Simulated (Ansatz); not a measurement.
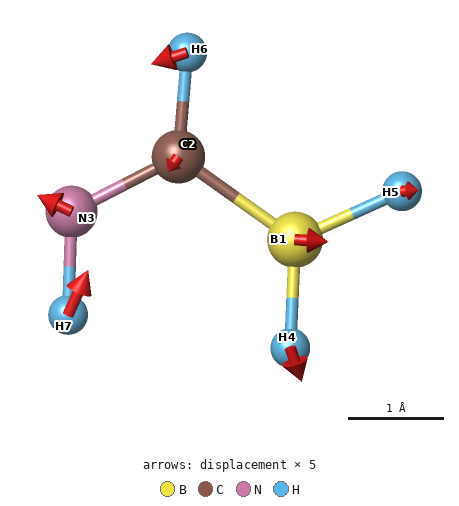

This is a relaxation of CH4BN. The starting structure is drawn; red arrows show the displacements, magnified 5 times. The two geometries are superimposed by the best rigid fit.

The picture is a ball-and-stick view, seen face on.

The run prepares an end point of a later path (torsion) calculation, from a guessed geometry.

Level of theory: RKS PBE0-D4/def2-SVP in Ansatz 0.2.0.

The input:
```yaml
crystal:
  periodic: [false, false, false]
  atoms:
    - { symbol: B, position_ang: [-0.86, 0.3047, -0.6015] }
    - { symbol: C, position_ang: [0.3214, 0.0944, 0.3091] }
    - { symbol: "N", position_ang: [0.8489, -1.0556, 0.3222] }
    - { symbol: H, position_ang: [-1.2612, -0.5084, -1.295] }
    - { symbol: H, position_ang: [-1.4175, 1.4071, -0.6533] }
    - { symbol: H, position_ang: [0.7069, 0.9201, 0.9265] }
    - { symbol: H, position_ang: [0.41649, -1.84349, -0.29084] }
basis:
  gaussian: { orbitals: def2-SVP }
hamiltonian:
  xc: pbe0
  dispersion: d4
relax:
  f_tol: 0.015
  max_steps: 40
```

Run as
```bash
ansatz run input.yaml --threads 1 --pin off --max-ram 2048MiB --backend cpu --events-out ev --progress --plain --runs-dir out
```

### Describe the change and its energy.

After 5 accepted moves (6 points after the start) the energy has fallen by 36.5 kJ/mol. The largest force component goes from 3 to 0.0065 eV/Å. The line search rejected the trial step at point 2 of the run. The atom that moves furthest after the best rigid fit is H7 (0.11 Å). By element the largest moves are H 0.11 Å, N 0.08 Å, B 0.07 Å, C 0.04 Å. Some distances before and after: B1–H4 1.142 → 1.211 Å, B1–C2 1.506 → 1.568 Å, N3–H7 1.088 → 1.030 Å, B1–H5 1.236 → 1.207 Å. Among the angles between lasting bonds that change: C2–N3–H7 119.1° → 109.1°, N3–C2–H6 122.0° → 115.5°, B1–C2–N3 117.4° → 123.9°.
